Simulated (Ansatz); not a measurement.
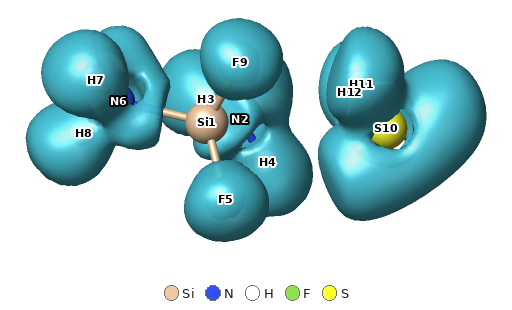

*F$_{2}$H$_{4}$N$_{2}$Si···H$_{2}$S. Isosurface of the electron localisation function at 0.75 (cyan), seen from one side. Core shells and regions of very low density are left out.*

Not at a stationary point (largest force 1.3 eV/Å).

All numbers below come from RKS PBE-D4/def2-SVP in Ansatz.

```yaml
atoms:
  - { symbol: Si, position_ang: [-0.0323, 0.1556, 0.1640] }
  - { symbol: N, position_ang: [0.0113, 0.1940, 1.9398] }
  - { symbol: H, position_ang: [-0.6758, 0.8011, 2.3936] }
  - { symbol: H, position_ang: [0.9273, 0.2438, 2.3910] }
  - { symbol: F, position_ang: [1.4805, 0.2692, -0.4233] }
  - { symbol: N, position_ang: [-1.1160, 1.3792, -0.3604] }
  - { symbol: H, position_ang: [-1.5752, 1.2771, -1.2686] }
  - { symbol: H, position_ang: [-0.9179, 2.3616, -0.1598] }
  - { symbol: F, position_ang: [-0.6791, -1.2031, -0.4658] }
  - { symbol: S, position_ang: [1.5333, -2.6217, 1.2679] }
  - { symbol: H, position_ang: [0.6747, -2.9200, 0.2600] }
  - { symbol: H, position_ang: [0.5182, -2.0089, 1.9835] }
```

Identify the bonds, lone pairs and shells in this picture.

The surface consists of two regions wrapped around F (its lone pairs, merged into a ring or cap), two joined regions spread over several atoms (H, N), in which their bonds and any lone pairs are merged and one joined region spread over several atoms (H, S), in which their bonds and any lone pairs are merged.

Values along the shortest contacts:
N2···H12 (2.26 Å): the ELF dips to about 0.10 between them. Si–F (1.63 Å): the ELF peaks at about 0.85 in the valence shell of F, 0.7 Å from its nucleus, and is about 0.40 at the midpoint.
